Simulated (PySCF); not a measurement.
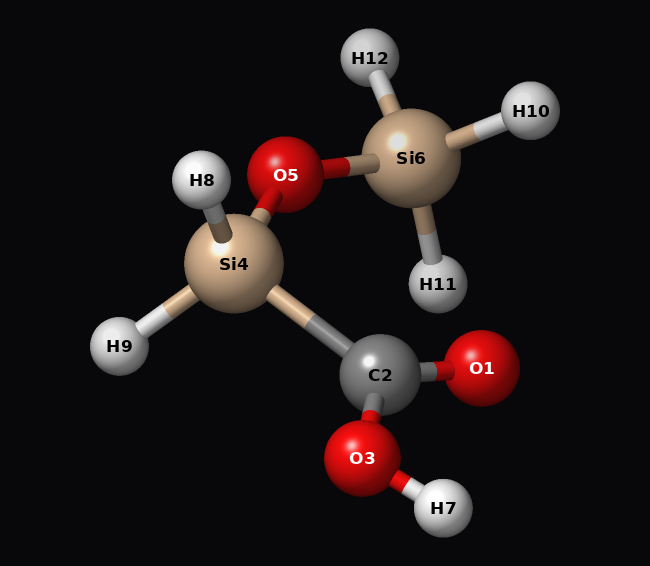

The geometry was computed by an optimisation with PBE0-D3(BJ)/def2-SVP. No frequency run is at hand to confirm it as a minimum. Electric field gradients from the ground-state density, PBE0/IGLO-III (PySCF 2.14.0), non-relativistic apart from any core potentials.

Give the largest field-gradient component, the quadrupole coupling constant and the asymmetry for 17O at O1 (Q = −25.6 mb), 17O at O3 (Q = −25.6 mb), 17O at O5 (Q = −25.6 mb), 2H at H7 (Q = 2.86 mb), 2H at H8 (Q = 2.86 mb), 2H at H9 (Q = 2.86 mb), 2H at H10 (Q = 2.86 mb).

| atom | V_zz (a.u.) | e²qQ/h (MHz) | η |
| --- | --- | --- | --- |
| O1 | −1.495 | 8.99 | 0.25 |
| O3 | 1.504 | −9.05 | 0.46 |
| O5 | 1.098 | −6.61 | 0.21 |
| H7 | 0.430 | 0.289 | 0.09 |
| H8 | 0.146 | 0.098 | 0.03 |
| H9 | 0.145 | 0.098 | 0.03 |
| H10 | 0.147 | 0.099 | 0.06 |
